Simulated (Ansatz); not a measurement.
# BrH₂InO₂: shape, modes and thermochemistry

The task is to find a stationary geometry of BrH₂InO₂, check the end point by its vibrations and derive ideal-gas thermochemistry, and look at its orbitals and charge.

Method: RKS PBE0-D4/def2-TZVP; program: Ansatz 0.2.0, Gaussian basis.

The runs, in order: relaxation at PBE-D4/def2-SVP; relaxation at PBE0-D4/def2-TZVP; harmonic vibrations at the same level; a single point in def2-TZVPP for the fields.

2 further runs of the same task are left out: 2 for a known fault of the program. Runs told in other sessions of the task aren't counted.

### Step 1. Starting geometry

6 atoms, charge 0, spin multiplicity 1.

Atoms are counted from 1 here; the program's logs count them from 0.

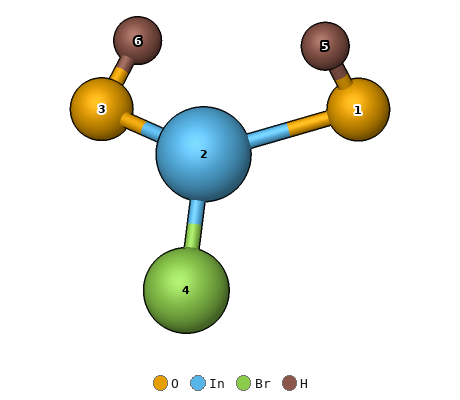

As it starts; oxygen amber, indium blue, bromine green, hydrogen brown; atoms are numbered from 1 in the order of the file.

Geometry (Å):

```
O    -1.2099    1.2268   -0.0919
In   -0.0855   -0.3764   -0.2919
O     1.2710   -0.8219    0.4963
Br   -0.9775   -1.7780   -0.5794
H    -0.4312    1.6252   -0.5334
H     1.4751    0.0601    0.9541
```

The start is a force-field geometry with small random shifts, so a cheaper pass at PBE-D4/def2-SVP comes first. In takes the def2 core potential; no spin-orbit term is included.

### Step 2. Relaxation at PBE-D4/def2-SVP (cheap first pass)

Input file in.yaml:

```yaml
crystal:
  periodic: [false, false, false]
  atoms:
    - {symbol: O, position_ang: [-1.209900, 1.226800, -0.091900]}
    - {symbol: In, position_ang: [-0.085500, -0.376400, -0.291900]}
    - {symbol: O, position_ang: [1.271000, -0.821900, 0.496300]}
    - {symbol: Br, position_ang: [-0.977500, -1.778000, -0.579400]}
    - {symbol: H, position_ang: [-0.431200, 1.625200, -0.533400]}
    - {symbol: H, position_ang: [1.475100, 0.060100, 0.954100]}
basis:
  gaussian: {orbitals: def2-SVP}
hamiltonian: {xc: pbe, dispersion: d4}
relax: {f_tol: 0.03, max_steps: 200}
```

The run is started by

```sh
> ansatz run in.yaml --threads 4 --pin off --events-out ev --progress --plain --max-ram 10444MiB
```

The program printed (excerpt; [...] marks lines left out):

```text
Functional definition: PBE
  name "PBE"
  cite "Perdew, Burke & Ernzerhof, Phys. Rev. Lett. 77, 3865 (1996) doi:10.1103/PhysRevLett.77.3865"
  parent pbe
[...]
1063 factors; their error is unknown
[...]
mean field -79305.03235119 eV, -2914.4061840245 hartree, gradient 3.4e-5 eV, S^2 0.000000; 0 other end points of the search recorded, 0 dependent functions left out
[...]
reference -79305.03240007 eV, -2914.4061858210 hartree; 37, 37 occupied and 59, 59 virtual orbitals, 1063 factors
relax step   1: F+E_penalty+E_count = -79305.17410705 eV  Δ(F+E_penalty+E_count) = +0.000e0 eV  max|allowed force component| = 4.679e1 eV/Å  Δτ_max = 0.0000 Å  (27 SCF iters, accepted)
[...]
relax step   3: F+E_penalty+E_count = -79319.97925238 eV  Δ(F+E_penalty+E_count) = -3.724e0 eV  max|allowed force component| = 4.842e0 eV/Å  Δτ_max = 0.1992 Å  (34 SCF iters, accepted)
[...]
relax step   5: F+E_penalty+E_count = -79322.16370460 eV  Δ(F+E_penalty+E_count) = -5.957e-1 eV  max|allowed force component| = 8.590e-1 eV/Å  Δτ_max = 0.1943 Å  (34 SCF iters, accepted)
[...]
relax step   7: F+E_penalty+E_count = -79322.27640243 eV  Δ(F+E_penalty+E_count) = -3.023e-2 eV  max|allowed force component| = 6.865e-2 eV/Å  Δτ_max = 0.0723 Å  (31 SCF iters, accepted)
[...]
relax step   9: F+E_penalty+E_count = -79322.23938496 eV  Δ(F+E_penalty+E_count) = +3.947e-2 eV  max|allowed force component| = 1.095e0 eV/Å  Δτ_max = 0.1263 Å  (34 SCF iters, rejected (line search))
[...]
relax step  10: F+E_penalty+E_count = -79322.27965072 eV  Δ(F+E_penalty+E_count) = -7.936e-4 eV  max|allowed force component| = 6.919e-2 eV/Å  Δτ_max = 0.0500 Å  (29 SCF iters, accepted)
[...]
relax step  11: F+E_penalty+E_count = -79322.28051529 eV  Δ(F+E_penalty+E_count) = -8.646e-4 eV  max|allowed force component| = 3.717e-3 eV/Å  Δτ_max = 0.0388 Å  (29 SCF iters, accepted)
1063 factors; their error is unknown
[...]
mean field -79322.16309079 eV, -2915.0357270933 hartree, gradient 1.9e-5 eV, S^2 0.000000; 1 other end points of the search recorded, 0 dependent functions left out
[...]
reference -79322.16313711 eV, -2915.0357287955 hartree; 37, 37 occupied and 59, 59 virtual orbitals, 1063 factors
Total energy: -79322.28056161 eV, -2915.0400440661 hartree
Atom 0 at    -1.147120     1.339357    -0.520111 Å, force     0.001119    -0.001714    -0.003671 eV/Å
Atom 1 at    -0.247172    -0.430385    -0.151591 Å, force    -0.001061    -0.001590    -0.000703 eV/Å
Atom 2 at     1.546825    -0.719830     0.728956 Å, force    -0.000903    -0.000007     0.001130 eV/Å
Atom 3 at    -1.476249    -2.465476    -0.853831 Å, force    -0.000835    -0.000407     0.000203 eV/Å
Atom 4 at    -0.555350     2.070962    -0.253128 Å, force    -0.000917     0.002810     0.003717 eV/Å
Atom 5 at     1.921065     0.141172     1.003505 Å, force     0.002597     0.000907    -0.000676 eV/Å
Dipole moment:     0.346453     0.571744     0.194755 e Å
```

It took 4.1 s on 4 threads of AMD EPYC 9R45, shared host.

Step by step: (the energy doesn't fall at every step)

```
step  energy from step 1 (eV)  largest force component (eV/Å)
   1                   0.0000                         46.7854
   2                 -11.0813                         13.5239
   3                 -14.8051                          4.8419
   4                 -16.3939                          2.4225
   5                 -16.9896                          0.8590
   6                 -17.0721                          0.6011
   7                 -17.1023                          0.0687
   8                 -17.1047                          0.0702
   9                 -17.0653                          1.0949
  10                 -17.1055                          0.0692
  11                 -17.1064                          0.0037
```

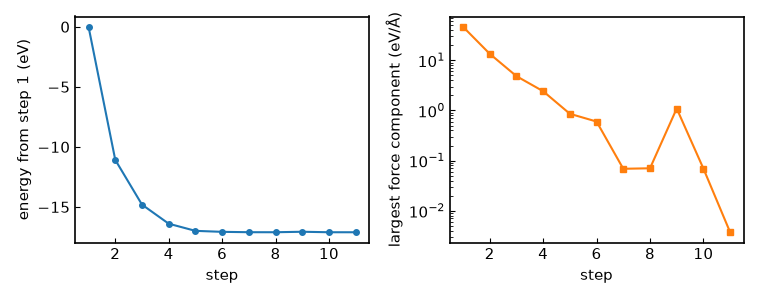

Energy and force, step by step.

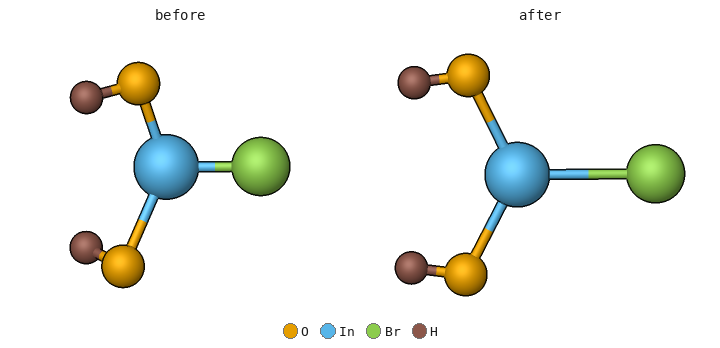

Before and after, at one scale.

Close pairs (by a distance rule), those that changed most:

```
   bond  before (Å)  after (Å)  change (Å)
In2–Br4       1.686      2.479      +0.793
 In2–H6       2.044      2.522      +0.478
 In2–H5       2.046      2.522      +0.477
 In2–O3       1.631      2.019      +0.388
 O1–In2       1.968      2.019      +0.051
  O3–H6       1.014      0.978      -0.036
  O1–H5       0.980      0.978      -0.002
```

### Step 3. Relaxation at PBE0-D4/def2-TZVP

Input file in.yaml:

```yaml
crystal:
  periodic: [false, false, false]
  atoms:
    - {symbol: O, position_ang: [-1.147120, 1.339357, -0.520111]}
    - {symbol: In, position_ang: [-0.247172, -0.430385, -0.151591]}
    - {symbol: O, position_ang: [1.546825, -0.719830, 0.728956]}
    - {symbol: Br, position_ang: [-1.476249, -2.465476, -0.853831]}
    - {symbol: H, position_ang: [-0.555350, 2.070962, -0.253128]}
    - {symbol: H, position_ang: [1.921065, 0.141172, 1.003505]}
basis:
  gaussian: {orbitals: def2-TZVP}
hamiltonian: {xc: pbe0, dispersion: d4}
relax: {f_tol: 0.005, max_steps: 150}
```

The command is unchanged.

The program printed (excerpt; [...] marks lines left out):

```text
Functional definition: PBE0
  name "PBE0"
  cite "Adamo & Barone, J. Chem. Phys. 110, 6158 (1999) doi:10.1063/1.478522"
  cite "Perdew, Burke & Ernzerhof, Phys. Rev. Lett. 77, 3865 (1996) doi:10.1103/PhysRevLett.77.3865"
  parent pbe
[...]
1284 factors; their error is unknown
[...]
mean field -79338.49020225 eV, -2915.6357373726 hartree, gradient 7.3e-5 eV, S^2 0.000000; 0 other end points of the search recorded, 0 dependent functions left out
[...]
reference -79338.49024350 eV, -2915.6357388883 hartree; 37, 37 occupied and 135, 135 virtual orbitals, 1284 factors
relax step   1: F+E_penalty+E_count = -79338.59171567 eV  Δ(F+E_penalty+E_count) = +0.000e0 eV  max|allowed force component| = 9.788e-1 eV/Å  Δτ_max = 0.0000 Å  (31 SCF iters, accepted)
[...]
1284 factors; their error is unknown
[...]
mean field -79338.56772912 eV, -2915.6385864325 hartree, gradient 2.6e-5 eV, S^2 0.000000; 1 other end points of the search recorded, 0 dependent functions left out
[...]
reference -79338.56777045 eV, -2915.6385879512 hartree; 37, 37 occupied and 135, 135 virtual orbitals, 1284 factors
Total energy: -79338.67082871 eV, -2915.6423752725 hartree
Atom 0 at    -1.068550     1.306113    -0.506780 Å, force     0.003359    -0.002771     0.000378 eV/Å
Atom 1 at    -0.267668    -0.464965    -0.164058 Å, force     0.000729     0.001253     0.000322 eV/Å
Atom 2 at     1.485561    -0.660731     0.721059 Å, force    -0.003510     0.002258    -0.000539 eV/Å
Atom 3 at    -1.472485    -2.458034    -0.850356 Å, force     0.000156     0.000314     0.000147 eV/Å
Atom 4 at    -0.513817     2.030715    -0.206052 Å, force    -0.002661     0.001087    -0.000000 eV/Å
Atom 5 at     1.878959     0.182703     0.959987 Å, force     0.001928    -0.002141    -0.000308 eV/Å
Dipole moment:     0.288546     0.477247     0.164273 e Å
```

It took 5.5 s on 4 threads of AMD EPYC 9R45, shared host; peak memory 0.5 GiB.

Step by step:

```
step  energy from step 1 (eV)  largest force component (eV/Å)
   1                   0.0000                          0.9788
   2                  -0.0676                          0.3539
   3                  -0.0790                          0.0335
   4                  -0.0791                          0.0035
```

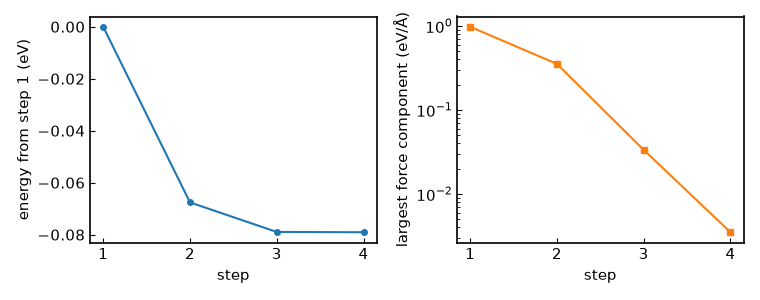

Energy and force, step by step.

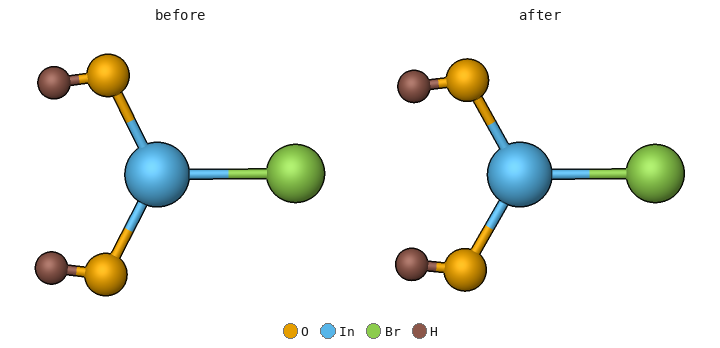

Before and after, at one scale.

Distances of close pairs at the start and the end, largest changes first:

```
   bond  before (Å)  after (Å)  change (Å)
In2–Br4       2.479      2.428      -0.051
 O1–In2       2.019      1.974      -0.046
 In2–O3       2.019      1.974      -0.046
  O3–H6       0.978      0.961      -0.017
  O1–H5       0.978      0.961      -0.017
```

Mulliken charges at the end point, from the run's report:

```
atom  value (e)
  O1      -0.63
 In2       0.97
  O3      -0.63
 Br4      -0.34
  H5       0.31
  H6       0.31
```

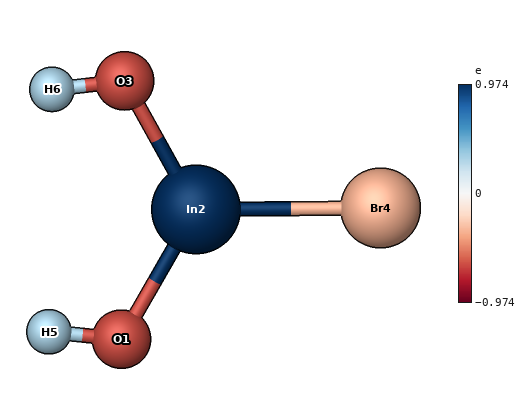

Mulliken charges at the end point, from the run's report, as colours on the atoms.

### Step 4. Force constants and modes

Input file in.yaml:

```yaml
crystal:
  periodic: [false, false, false]
  atoms:
    - {symbol: O, position_ang: [-1.068550, 1.306113, -0.506780]}
    - {symbol: In, position_ang: [-0.267668, -0.464965, -0.164058]}
    - {symbol: O, position_ang: [1.485561, -0.660731, 0.721059]}
    - {symbol: Br, position_ang: [-1.472485, -2.458034, -0.850356]}
    - {symbol: H, position_ang: [-0.513817, 2.030715, -0.206052]}
    - {symbol: H, position_ang: [1.878959, 0.182703, 0.959987]}
basis:
  gaussian: {orbitals: def2-TZVP}
hamiltonian: {xc: pbe0, dispersion: d4}
phonons: {temperatures: {t_min: 298.15, t_max: 900, t_step: 200}}
```

Same command.

The program printed (excerpt; [...] marks lines left out):

```text
Functional definition: PBE0
  name "PBE0"
  cite "Adamo & Barone, J. Chem. Phys. 110, 6158 (1999) doi:10.1063/1.478522"
  cite "Perdew, Burke & Ernzerhof, Phys. Rev. Lett. 77, 3865 (1996) doi:10.1103/PhysRevLett.77.3865"
  parent pbe
[...]
1284 factors; their error is unknown
[...]
mean field -79338.56772914 eV, -2915.6385864331 hartree, gradient 2.2e-5 eV, S^2 0.000000; 0 other end points of the search recorded, 0 dependent functions left out
[...]
reference -79338.56777046 eV, -2915.6385879518 hartree; 37, 37 occupied and 135, 135 virtual orbitals, 1284 factors
[...]
1284 factors; their error is unknown
mean field -79338.56765810 eV, -2915.6385838225 hartree, gradient 2.7e-6 eV, S^2 0.000000; 0 other end points of the search recorded, 0 dependent functions left out
[...]
reference -79338.56769943 eV, -2915.6385853413 hartree; 37, 37 occupied and 135, 135 virtual orbitals, 1284 factors
[...]
reference -79338.56776307 eV, -2915.6385876800 hartree; 37, 37 occupied and 135, 135 virtual orbitals, 1284 factors
Total energy: -79338.67082871 eV, -2915.6423752723 hartree
Atom 0 at    -1.068550     1.306113    -0.506780 Å, force     0.003335    -0.002799     0.000364 eV/Å
Atom 1 at    -0.267668    -0.464965    -0.164058 Å, force     0.000737     0.001241     0.000328 eV/Å
Atom 2 at     1.485561    -0.660731     0.721059 Å, force    -0.003530     0.002240    -0.000551 eV/Å
Atom 3 at    -1.472485    -2.458034    -0.850356 Å, force     0.000159     0.000322     0.000149 eV/Å
Atom 4 at    -0.513817     2.030715    -0.206052 Å, force    -0.002638     0.001117     0.000012 eV/Å
Atom 5 at     1.878959     0.182703     0.959987 Å, force     0.001938    -0.002121    -0.000302 eV/Å
Dipole moment:     0.288546     0.477247     0.164272 e Å
Vibrations: 89.34 124.49 125.42 212.76 266.13 280.34 600.89 615.76 792.15 841.71 3880.97 3883.15 cm⁻¹, zero-point energy 0.726119 eV
```

Wall time 28 s (4 threads of AMD EPYC 9R45, shared host); peak memory 0.5 GiB.

Motions are named by where the mode's potential energy lies. Wavenumbers, unscaled:

```
mode  cm⁻¹                          motion
   1    89                            bend
   2   124  torsion with out-of-plane bend
   3   125                            bend
   4   213                         torsion
   5   266                   In–Br stretch
   6   280                         torsion
   7   601                    In–O stretch
   8   616                    In–O stretch
   9   792                            bend
  10   842                            bend
  11  3881                     O–H stretch
  12  3883                     O–H stretch
```

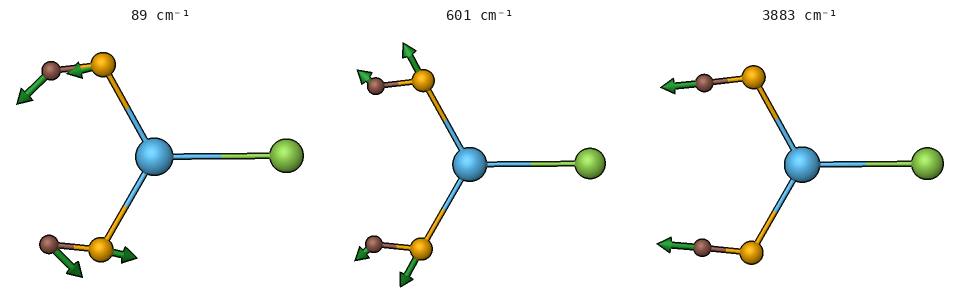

Displacements of 3 modes, as arrows.

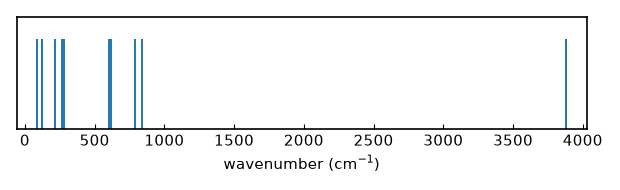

The harmonic wavenumbers as sticks (no intensities were computed).

From these modes and the moments of inertia (298.15 K, 1 bar, symmetry number 2):

```
                term            value
   zero-point energy    16.7 kcal/mol
          H(298) − E    21.7 kcal/mol
entropy, translation  176.6 J/(mol K)
   entropy, rotation  112.6 J/(mol K)
  entropy, vibration   67.6 J/(mol K)
      entropy, total  356.8 J/(mol K)
```

### Step 5. Fields at the relaxed geometry

Edit in.yaml of step 4 so:

```diff
@@ -10,4 +10,4 @@
 basis:
-  gaussian: {orbitals: def2-TZVP}
+  gaussian: {orbitals: def2-TZVPP}
 hamiltonian: {xc: pbe0, dispersion: d4}
-phonons: {temperatures: {t_min: 298.15, t_max: 900, t_step: 200}}
+output: {orbitals: {seedname: orbitals}}
```

The command is unchanged.

The program printed:

```text
Functional definition: PBE0
  name "PBE0"
  cite "Adamo & Barone, J. Chem. Phys. 110, 6158 (1999) doi:10.1063/1.478522"
  cite "Perdew, Burke & Ernzerhof, Phys. Rev. Lett. 77, 3865 (1996) doi:10.1103/PhysRevLett.77.3865"
  parent pbe
  parameter a = 0.25
  parameter kappa = 0.804
  parameter beta = 0.06672455060314922
  exchange = (1 - a)*pbe_x(kappa = kappa, mu = beta*pi^2/3) + a*exact_x
  correlation = pbe_c(beta = beta)
1314 factors; their error is unknown
mean field evaluation 1: about -79326.6900 eV, gradient 8.3e1 eV
mean field evaluation 2: about -79284.4234 eV, gradient 1.6e2 eV
mean field evaluation 4: about -79338.1109 eV, gradient 5.6e0 eV
mean field evaluation 8: about -79338.1738 eV, gradient 1.4e-1 eV
mean field evaluation 16: about -79338.6628 eV, gradient 3.3e-4 eV
mean field -79338.66276083 eV, -2915.6420787835 hartree, gradient 5.5e-5 eV, S^2 0.000000; 0 other end points of the search recorded, 0 dependent functions left out
reference -79338.66280288 eV, -2915.6420803287 hartree; 37, 37 occupied and 151, 151 virtual orbitals, 1314 factors
Total energy: -79338.76586112 eV, -2915.6458676493 hartree
```

Run time: 0.8 s. Hardware: 4 threads of AMD EPYC 9R45, shared host; peak memory 0.54 GiB.

Orbitals, density, ELF and potential are computed afterwards from the orbital file.

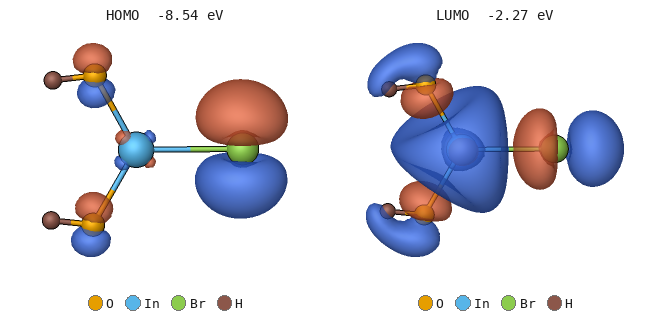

PBE0-D4/def2-TZVPP orbitals near the gap, drawn at the value that encloses 70 % of each; the two colours are the two signs.

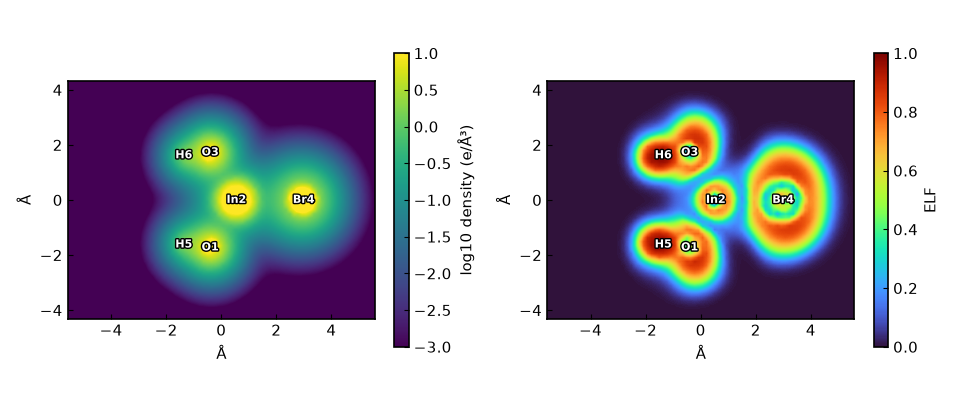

Density (left) and ELF (right) in a plane through or near 6 of the atoms.

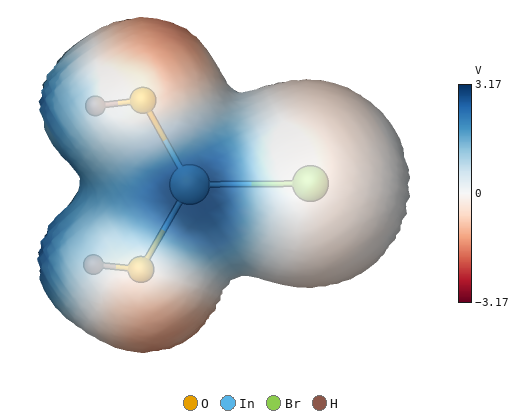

Electrostatic potential on the surface of density 0.002 e/bohr³; red is low, blue high. It runs from -1.43 V near O3 to 3.17 V near In2.

### Step 6. Summary of results

```
                  quantity            value
               point group              C2v
                     steps           11 + 4
shift from the start (rms)          0.519 Å
              total energy   -79338.6708 eV
           dispersion term         -103 meV
             dipole moment           2.79 D
lowest, highest wavenumber    89, 3883 cm⁻¹
         zero-point energy    16.7 kcal/mol
       entropy at 298.15 K  356.8 J/(mol K)
                HOMO, LUMO  -8.54, -2.27 eV
```

What this shows: The atoms moved 0.52 Å (rms) from the start; the bond that changed most is In2–Br4, from 1.686 to 2.428 Å. No mode is imaginary: a true minimum at this level. The stiffest mode, 3883 cm⁻¹, is an O–H stretch, and 3 modes under 200 cm⁻¹ make the vibrational entropy uncertain. Harmonic hybrid wavenumbers usually lie a few per cent above measured fundamentals. The largest Mulliken charge, +0.97 e, sits on In2. The HOMO lies mostly on Br4 81 %; O1, O3 about 7 % each and the LUMO on In2 41 %; Br4 20 %.
